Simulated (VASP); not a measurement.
# A VASP study of SnAs (r2SCAN + rVV10): structure first, properties next, part 5 of 5

Aim: relax SnAs with r2SCAN + rVV10, compute its properties on that cell and hold them against experiment. Left out of this account: 1 further run (core levels: core levels are not valid at this level). The start is a computed cell from the Materials Project.

VASP 6.6.1, plane waves and PAW; the level of theory is named at each step.

Still holding for the runs below: This run has no spin polarisation. Its electron count is odd, so without a moment it is a metal by construction. The k-mesh is coarse for a metal.

So far. Step 6 (Density of states (r2SCAN + rVV10)): The finer mesh and the other smearing move the Fermi level by +0.08 eV from the 8×8×8 run, one measure of the sampling error in the zero of the bands above. Of the states within 0.3 eV of the Fermi level, the largest shares in the PAW spheres are As p 23 %, Sn p 16 % and Sn s 14 %. The rest lies in smaller channels or between the spheres. The relaxed cell has a = 5.734 Å (conventional setting).

## (8) Bands along the symmetry lines (r2SCAN + rVV10 + SOC)

This step: r2SCAN with rVV10, spin-orbit coupling; plane waves and PAW (Sn_d, As) (VASP 6.6.1).

Levels along the symmetry lines show where the bands peak and cross; KPOINTS_OPT computes them in the converged potential. Spin-orbit coupling needs spinors and the noncollinear program, where each band holds one electron.

File INCAR:

```
SYSTEM = SnAs
PREC = Accurate
ENCUT = 400
EDIFF = 1E-06
NELM = 100
ISMEAR = 0
SIGMA = 0.05
LREAL = .FALSE.
ALGO = Normal
METAGGA = R2SCAN
LUSE_VDW = .TRUE.
IVDW_NL = 2
BPARAM = 11.95
CPARAM = 0.0093
LASPH = .TRUE.
LNONCOLLINEAR = .TRUE.
MAGMOM = 0 0 0 0 0 0
NBANDS = 30
GGA_COMPAT = .FALSE.
LSORBIT = .TRUE.
LORBIT = 11
LWAVE = .FALSE.
LCHARG = .FALSE.
KPAR = 2
```

File POSCAR:

```
SnAs
1.0
    0.0000000000      2.8671404637      2.8671404637
    2.8671404637      0.0000000000      2.8671404637
    2.8671404637      2.8671404637      0.0000000000
Sn As
1 1
Direct
    0.5000000000      0.5000000000      0.5000000000
    0.0000000000      0.0000000000      0.0000000000
```

File KPOINTS:

```
Automatic mesh
0
Gamma
7 7 7
0 0 0
```

File KPOINTS_OPT:

```
Line mode
16
Line-mode
Reciprocal
  0.00000000   0.00000000   0.00000000 GAMMA
  0.50000000   0.00000000   0.50000000 X

  0.50000000   0.00000000   0.50000000 X
  0.50000000   0.25000000   0.75000000 W

  0.50000000   0.25000000   0.75000000 W
  0.37500000   0.37500000   0.75000000 K

  0.37500000   0.37500000   0.75000000 K
  0.00000000   0.00000000   0.00000000 GAMMA

  0.00000000   0.00000000   0.00000000 GAMMA
  0.50000000   0.50000000   0.50000000 L

  0.50000000   0.50000000   0.50000000 L
  0.62500000   0.25000000   0.62500000 U

  0.62500000   0.25000000   0.62500000 U
  0.50000000   0.25000000   0.75000000 W

  0.50000000   0.25000000   0.75000000 W
  0.50000000   0.50000000   0.50000000 L

  0.50000000   0.50000000   0.50000000 L
  0.37500000   0.37500000   0.75000000 K

  0.62500000   0.25000000   0.62500000 U
  0.50000000   0.00000000   0.50000000 X
```

PAW data sets: Sn_d and As (PBE family, release 64).

On the command line:

```console
$ mpirun -np 2 vasp_ncl
```

Output:

```text
[... set-up lines as in an earlier step ...]
 entering main loop
       N       E                     dE             d eps       ncg     rms          rms(c)
Total rVV10 correction in eV:      0.4337988    21.5668747
Total rVV10 correction in eV:      0.4337988    21.5668747
DAV:   1     0.119711074163E+03    0.11971E+03   -0.81604E+03  1270   0.149E+03
DAV:   2    -0.224956284691E+02   -0.14221E+03   -0.13711E+03  1224   0.413E+02
DAV:   3    -0.413267895642E+02   -0.18831E+02   -0.18558E+02  1448   0.131E+02
DAV:   4    -0.420367770044E+02   -0.70999E+00   -0.70857E+00  1394   0.274E+01
DAV:   5    -0.420556320597E+02   -0.18855E-01   -0.18854E-01  1638   0.458E+00    0.366E+00
Total rVV10 correction in eV:      0.4353156    21.5668759
Total rVV10 correction in eV:      0.4353156    21.5668759
DAV:   6    -0.391212102166E+02    0.29344E+01   -0.79682E-01  1492   0.150E+01    0.216E+00
Total rVV10 correction in eV:      0.4387393    21.5668759
Total rVV10 correction in eV:      0.4387393    21.5668759
DAV:   7    -0.391200228594E+02    0.11874E-02   -0.80691E-02  1368   0.184E+00    0.109E+00
Total rVV10 correction in eV:      0.4398606    21.5668759
Total rVV10 correction in eV:      0.4398606    21.5668759
DAV:   8    -0.391228113579E+02   -0.27885E-02   -0.50998E-03  1424   0.747E-01    0.523E-01
Total rVV10 correction in eV:      0.4403935    21.5668759
Total rVV10 correction in eV:      0.4403935    21.5668759
DAV:   9    -0.391233677700E+02   -0.55641E-03   -0.53427E-04  1478   0.250E-01    0.163E-01
Total rVV10 correction in eV:      0.4406827    21.5668759
Total rVV10 correction in eV:      0.4406827    21.5668759
DAV:  10    -0.391234969943E+02   -0.12922E-03   -0.16083E-04  1290   0.108E-01    0.459E-02
Total rVV10 correction in eV:      0.4406856    21.5668759
Total rVV10 correction in eV:      0.4406856    21.5668759
DAV:  11    -0.391234984859E+02   -0.14916E-05   -0.42598E-05  1620   0.960E-02    0.159E-02
Total rVV10 correction in eV:      0.4407283    21.5668759
Total rVV10 correction in eV:      0.4407283    21.5668759
DAV:  12    -0.391235005060E+02   -0.20201E-05   -0.40045E-06  1300   0.189E-02    0.366E-03
Total rVV10 correction in eV:      0.4407446    21.5668759
Total rVV10 correction in eV:      0.4407446    21.5668759
DAV:  13    -0.391235010324E+02   -0.52642E-06   -0.62682E-07   830   0.129E-02
Total rVV10 correction in eV:      0.4407531    21.5668759
Total rVV10 correction in eV:      0.4407531    21.5668759
Total rVV10 correction in eV:      0.4407500    21.5668759
Total rVV10 correction in eV:      0.4407500    21.5668759
   1 F= -.39123501E+02 E0= -.39122170E+02  d E =-.266162E-02  mag=     0.0000     0.0000     0.0000
 Start KPOINTS_OPT (optional k-point list driver)
k-point batch [1-20\160]
       N       E                     dE             ncg
DAV:   1     0.535147917494E+03   -0.58002E+04     1286
DAV:   2    -0.241044596714E+04   -0.29456E+04     1226
DAV:   3    -0.279857311812E+04   -0.38813E+03     1540
DAV:   4    -0.281186096533E+04   -0.13288E+02     1424
DAV:   5    -0.281223521097E+04   -0.37425E+00     1690
DAV:   6    -0.281224535613E+04   -0.10145E-01     1650
DAV:   7    -0.281224547912E+04   -0.12300E-03     1704
DAV:   8    -0.281224548360E+04   -0.44761E-05     1402
DAV:   9    -0.281224548371E+04   -0.11219E-06      948
[...]
k-point batch [141-160\160]
       N       E                     dE             ncg
DAV:   1     0.370389760999E+03   -0.11113E+05     1276
DAV:   2    -0.256156721934E+04   -0.29320E+04     1200
DAV:   3    -0.292993872783E+04   -0.36837E+03     1520
DAV:   4    -0.294264701070E+04   -0.12708E+02     1410
DAV:   5    -0.294301083283E+04   -0.36382E+00     1648
DAV:   6    -0.294301978766E+04   -0.89548E-02     1662
DAV:   7    -0.294301998557E+04   -0.19791E-03     1672
DAV:   8    -0.294301998869E+04   -0.31236E-05     1376
DAV:   9    -0.294301998880E+04   -0.10578E-06      882
```

The job ended after 22 min (2 MPI ranks of AMD EPYC 7R43, shared host; peak memory 0.76 GiB; 44 min of CPU time).

From OUTCAR (step 8):

```text
   k-points           NKPTS =     20   k-points in BZ     NKDIM =     20   number of bands    NBANDS=     30

   NELECT =      19.0000    total number of electrons

 E-fermi :   7.0040

 k-point     1 :       0.0000    0.0000    0.0000
  band No.  band energies     occupation
    ...
     16       5.3387      1.00000
     17       5.7663      1.00000
     18       5.7663      1.00000
     19       5.7663      1.00000
     20       5.7663      1.00000
     21      12.1761      0.00000
     22      12.1761      0.00000
     23      12.9203      0.00000
     24      12.9203      0.00000
     25      12.9203      0.00000
    ...

  Total       -0.0050281     -0.0050281     -0.0050281      0.0000000      0.0000000     -0.0000000
  in kB       -0.1708968     -0.1708968     -0.1708968      0.0000000      0.0000000     -0.0000000
  external PRESSURE =      -0.1708968 kB  Pullay stress =       0.0000000 kB

 POSITION                                       TOTAL-FORCE (eV/Angst)
 -----------------------------------------------------------------------------------
      2.86714      2.86714      2.86714         0.000000      0.000000      0.000000
      0.00000      0.00000      0.00000        -0.000000     -0.000000     -0.000000
 -----------------------------------------------------------------------------------
    total drift:                                0.000000      0.000000      0.000000

  FREE ENERGIE OF THE ION-ELECTRON SYSTEM (eV)
  ---------------------------------------------------
  free  energy   TOTEN  =       -39.1235010324 eV

  energy  without entropy=      -39.1208394112  energy(sigma->0) =      -39.12217022

 Spin-Orbit-Coupling matrix elements
 Ion:    1  E_soc:     -0.0906313
 Ion:    2  E_soc:     -0.0254672

 magnetization (x)
# of ion       s       p       d       tot
------------------------------------------
    1       -0.000   0.000   0.000  -0.000
    2        0.000   0.000  -0.000   0.000
--------------------------------------------------
tot         -0.000   0.000   0.000   0.000

 magnetization (y)
# of ion       s       p       d       tot
------------------------------------------
    1       -0.000   0.000  -0.000  -0.000
    2       -0.000   0.000  -0.000  -0.000
--------------------------------------------------
tot         -0.000   0.000  -0.000  -0.000

 magnetization (z)
# of ion       s       p       d       tot
------------------------------------------
    1       -0.000   0.000   0.000   0.000
    2        0.000   0.000   0.000   0.000
--------------------------------------------------
tot         -0.000   0.000   0.000   0.000

[... 6 parts as in an earlier step ...]

[... 10 further parts left out ...]
```

This step gave:

* SCF cycles: 13
* bands: 30
* irreducible k-points: 20
* free energy (TOTEN): -39.12 eV
* energy at zero smearing: -39.12 eV
* Fermi energy: 7.004 eV
* pressure: -0.01709 GPa

On-site spin-orbit energy by atom:

```tsv
atom	on-site spin-orbit energy (eV)
Sn1	-0.0906
As2	-0.0255
```

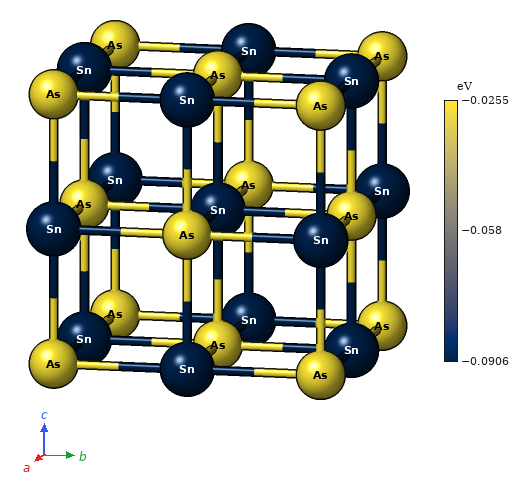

Atoms coloured by on-site spin-orbit energy. Some periodic images of atoms are drawn too.

The electronic bands at the labelled points (eV, zero at the Fermi level; # counts the bands kept, so #1 is VASP's band 13):

```tsv
point	#3	#4	#5	#6	#7	#8	#9	#10
Γ	-1.67	-1.67	-1.24	-1.24	-1.24	-1.24	5.17	5.17
X	-5.74	-5.74	-3.76	-3.76	-3.51	-3.51	2.95	2.95
W	-5.19	-5.19	-5.14	-5.14	0.79	0.79	2.22	2.22
K	-5.65	-5.65	-2.98	-2.98	-1.93	-1.93	4.74	4.74
Γ	-1.67	-1.67	-1.24	-1.24	-1.24	-1.24	5.17	5.17
L	-0.96	-0.96	-0.78	-0.78	0.89	0.89	1.30	1.30
U	-5.65	-5.65	-2.98	-2.98	-1.93	-1.93	4.74	4.74
W	-5.19	-5.19	-5.14	-5.14	0.79	0.79	2.22	2.22
L	-0.96	-0.96	-0.78	-0.78	0.89	0.89	1.30	1.30
K	-5.65	-5.65	-2.98	-2.98	-1.93	-1.93	4.74	4.74
jump to U	-5.65	-5.65	-2.98	-2.98	-1.93	-1.93	4.74	4.74
X	-5.74	-5.74	-3.76	-3.76	-3.51	-3.51	2.95	2.95
```

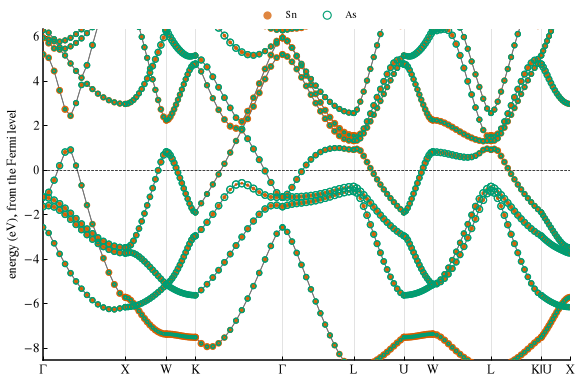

Electronic bands along the path; dots are coloured as in the legend, and their area grows with the weight.

There is no gap at this level.

## (9) What came out

```json
{
 "relaxed volume": "23.57 Å³/atom",
 "relaxed conventional cell a, b, c": "5.734, 5.734, 5.734 Å",
 "space group after relaxing, within 0.02 Å": "Fm-3m (No. 225)",
 "band gap": "none, a metal",
 "DOS at the Fermi level": "0.715 states/eV/cell",
 "highest zone-centre mode": "86.8 cm⁻¹",
 "band gap (r2SCAN + rVV10 + SOC)": "none, a metal"
}
```

What this shows: With r2SCAN + rVV10, SnAs relaxes to 23.57 Å³/atom in space group Fm-3m (held by the symmetry of the run) and comes out as a metal. Band structure (r2SCAN + rVV10): Of the bands kept, 1 crosses the Fermi level on this path. Zone-centre phonons (r2SCAN + rVV10): The highest mode in this list at Γ, 86.8 cm⁻¹, has its largest share on As (60 % of the kinetic energy). Bands along the symmetry lines (r2SCAN + rVV10 + SOC): Of the bands kept, 2 cross the Fermi level on this path (spinor bands, one electron each). The k-sampling is coarse for a metal, so the Fermi level, pressures and the shape of the cell carry errors. With an odd electron count and no spin the cell is a metal by construction. Modes at Γ alone can't show that the crystal is stable at other wave vectors. No search among competing phases was made, and a listed structure need not be the one stable at ambient conditions. All values are for a static lattice at zero temperature.

Computed beside measured:

| quantity | measured | r2SCAN with rVV10 |
| --- | --- | --- |
| lattice constant a (Å) | 5.721 | 5.734 (+0.2 %) |

Measured values from arxiv:2202.10664 (2022).

Verdict: The lattice constant a is off by +0.2 %: good agreement. The grades are ours: good and fair within 0.7 and 1.5 % for the lattice constant a. Zero-point motion and thermal expansion are not in the computed lattice constants.

[Lines on the potential files, build, host, timing and source positions are cut from VASP's logs without a mark.]

[Logs are printed without paths, hosts, clocks, repeated set-up lines and the standing remarks that a program may print on its own settings, such as how far it seeks lower states.]

[Hosts, paths, dates, database ids (printed as entryN), source tags and the programs' standing remarks are cut or masked in the printed files.]

[A measured line is paired with the nearest computed mode of its activity, which favours agreement.]
